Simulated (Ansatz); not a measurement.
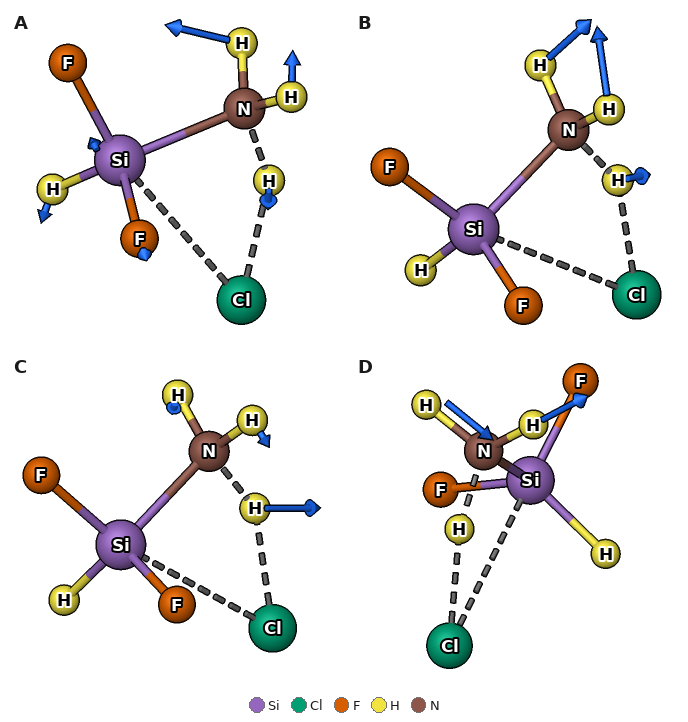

4 normal modes of one molecule or complex, as arrows. Broken sticks mark bonds that form or break. Harmonic vibrations computed with RKS PBE0-D4/def2-TZVP (Ansatz 0.2.0) at a stationary point of the same level. It is a saddle point of order 1.

Match the panels to the wavenumbers 990 cm⁻¹, 1543 cm⁻¹, 1763 cm⁻¹, 3592 cm⁻¹.

A: 990 cm⁻¹
B: 1543 cm⁻¹
C: 1763 cm⁻¹
D: 3592 cm⁻¹
